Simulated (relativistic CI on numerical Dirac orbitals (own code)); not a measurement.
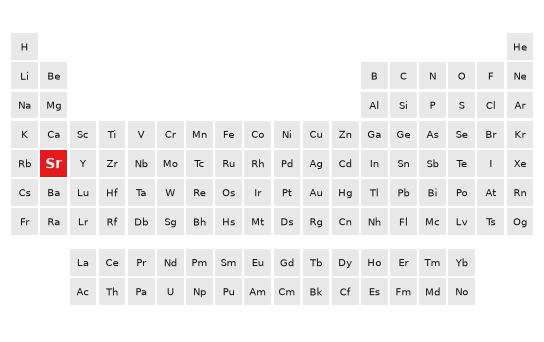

Fig. 1: The place of strontium in the periodic table.

# Sr⁴⁺: relativistic CI calculation

Sr⁴⁺. Level asked for: Dirac-Coulomb-Breit CI, KLI orbitals optimised for each configuration, model QED (radiative potential, 1s self-energy scaled to tabulated hydrogen-like ionisation energies), numerical settings as typed (relativistic CI on numerical Dirac orbitals, in-house).

Input file:
```
atom Sr  Z=38  charge=4  electrons=34
nucleus A=88  rms_radius_fm=4.2240
hamiltonian dirac-coulomb  breit=on  qed=on  c_scale=1
orbitals kli  potential=per-configuration
slater_scale 1
correlation none
mixing on
grid step=0.0125 r_max=29.8
scf mixing=0.4 start=green max_iterations=88 tolerance=2e-08 node_fill=0.05
configurations
  [Ar] 3d10 4s2 4p4
  [Ar] 3d10 4s 4p5 5s
end
```

Hardware: 1 CPU thread, shared host.

The run was one of a batch that the task file lists, launched with:
```bash
python <driver script> task.json out
```

The program writes its results to a structured record and prints no log; tables and figures of this report are taken from that record.

What the run reported:

| quantity | value |
| --- | --- |
| outcome | refused by the program |

Diagnosis:

The input is odd on purpose: configuration. The program refused the input; the driver noted: configuration [Ar] 3d10 4s 4p5 5s has 35 electrons, the ion has 34.
